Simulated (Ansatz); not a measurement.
Stretching the Ge1–F2 bond in ClFGeH2 (SMILES [F][GeH2][Cl]) (multiplicity 1 held, fragments rigid). Energies count from the point at 1.741 Å.
Geometry at that point (charge 0, multiplicity 1):
```json
[
 {"atom": "Ge", "x (Å)": "-0.4872", "y (Å)": "-0.2878", "z (Å)": "0.0418"},
 {"atom": "F", "x (Å)": "-1.1704", "y (Å)": "1.3135", "z (Å)": "0.0343"},
 {"atom": "Cl", "x (Å)": "1.6442", "y (Å)": "-0.0414", "z (Å)": "-0.1076"},
 {"atom": "H", "x (Å)": "-0.8264", "y (Å)": "-0.9112", "z (Å)": "1.3962"},
 {"atom": "H", "x (Å)": "-0.9993", "y (Å)": "-0.9971", "z (Å)": "-1.2124"}
]
```

R- and RO- levels are restricted; in cc, def2 and unpolarised 6-31G sets they are followed outwards from rest. Active spaces are followed from a long bond inwards. Levels need not reach the same state.

Cores are frozen in the correlated methods. Filled d and f shells under p-block atoms count as core.

Programs: Ansatz (a program for electronic structure) with Gaussian orbitals. Values without a source in brackets are computed.

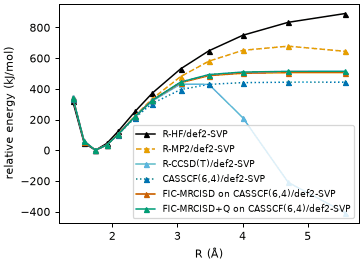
Fig. 1. Relative energy along the coordinate

Q: Read off the R-HF/def2-SVP curve at R = 4.004.

A: about 750 kJ/mol

Doubts at one or more of the structures used: a restricted determinant that unrestricted orbitals would lower (R-HF/def2-SVP, R-MP2/def2-SVP, R-CCSD(T)/def2-SVP); T1 above 0.05 (R-CCSD(T)/def2-SVP); other coupled-cluster roots lie near (R-CCSD(T)/def2-SVP); active orbitals that take no part (CASSCF(6,4)/def2-SVP, FIC-MRCISD on CASSCF(6,4)/def2-SVP, FIC-MRCISD+Q on CASSCF(6,4)/def2-SVP).
